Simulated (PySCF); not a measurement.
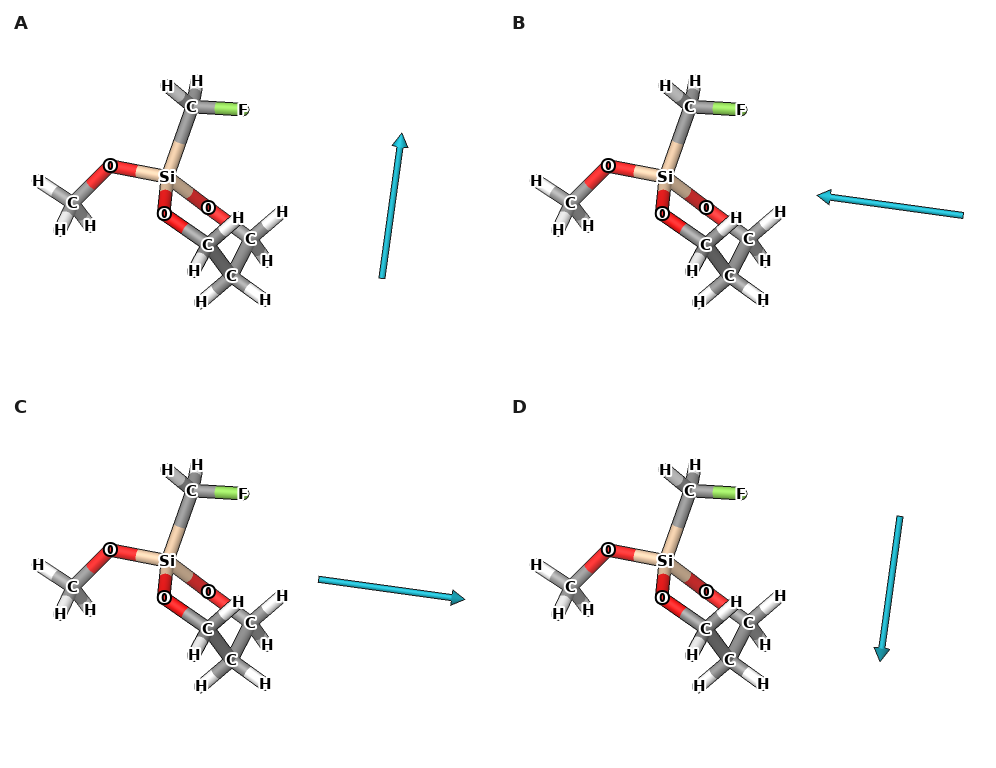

The same molecule four times, each with an arrow. Computed geometry: GFN2-xTB optimisation. No frequency run is at hand to confirm it as a minimum. Properties computed with PBE0/pcSseg-1, gas phase (PySCF 2.14.0).

Question: Which arrow points along the dipole moment, from the negative to the positive end?

Answer: D. The dipole moment is 2.27 D.

The geometry is semi-empirical. Around Si such bond lengths and angles can be off by a tenth of an ångström or more and by several degrees, and values that hang on the shape move with them.
